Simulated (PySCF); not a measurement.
# GaH8NSSi: the cost of one run

Programs: PySCF 2.14.0, with density-fitted response routines of our own. Each step states its level of theory. These are calculated values for one molecule in the gas phase, unless marked as measured. Atoms count from 0, in the outputs and in this text.

## Step 1: The molecule as given

12 atoms, charge 0, multiplicity 1; geometry from: PBE0-D3(BJ)/def2-SVP.

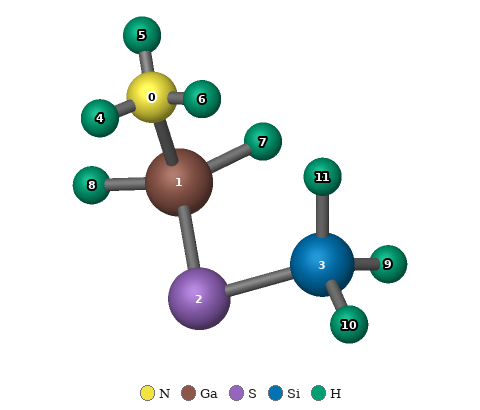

The starting geometry (nitrogen yellow, gallium brown, sulfur purple, silicon blue, hydrogen teal), atoms numbered; sticks join atoms by distance.

## Step 2: Excited states and response: B3LYP/def2-SVPD

The job: settings as JSON, then the geometry in Å.

```
{"job": {"kind": "uv", "xc": "B3LYP", "basis": "def2-SVPD", "ip": true}, "charge": 0, "multiplicity": 1}
N     -1.733438     0.310483     0.332448
Ga    -0.546179    -1.419498    -0.049307
S      1.235795    -0.745011     1.209292
Si     1.994859     0.658993    -0.189601
H     -1.901837     0.387363     1.335801
H     -2.632821     0.346370    -0.147998
H     -1.190656     1.130397     0.053599
H     -0.341380    -1.278669    -1.603259
H     -1.380776    -2.547731     0.652289
H      2.501649     0.037027    -1.450444
H      3.098743     1.439433     0.446136
H      0.936781     1.652783    -0.598630
```

Level: TDDFT B3LYP/def2-SVPD, vertical, gas phase, core orbitals frozen in the response.

Started as:

```bash
OMP_NUM_THREADS=1 python probes_run.py task.json out
```

The driver reads the jobs from task.json and runs them one after another.

Q: Estimate the wall time and peak memory of this first job on 1 thread of Intel Xeon Platinum 8259CL at 2.50GHz, shared host.

About 1.8 min, with a peak of 0.81 GiB.
